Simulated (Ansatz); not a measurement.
We consider Al₂Cu (I4/mcm, No. 140), described by PBEsol-D3(BJ) (PAW; Ansatz, an electronic-structure program).

Numerical settings: plane-wave cutoff 520 eV, 14×14×14 k mesh, Fermi–Dirac smearing 0.05 eV, no spin polarisation, scalar-relativistic PAW data made under PBE.

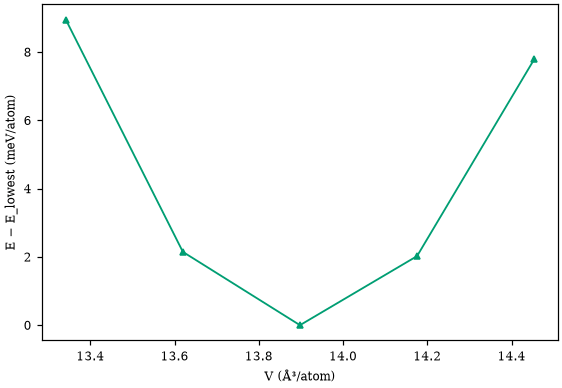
Fig. 1. Total energy against volume

Task: From the curve, estimate the equilibrium volume and the bulk modulus.

Result: V0 ≈ 13.9 Å³/atom and B0 ≈ 120 GPa; the fit gives V0 = 13.897 Å³/atom, B0 = 120 GPa, B′ = 4.5.

Shape and atoms are relaxed at each volume.

Note: the volume lies 6 % below that of the published cell; the bulk modulus comes from volumes at which shape and atoms were relaxed.
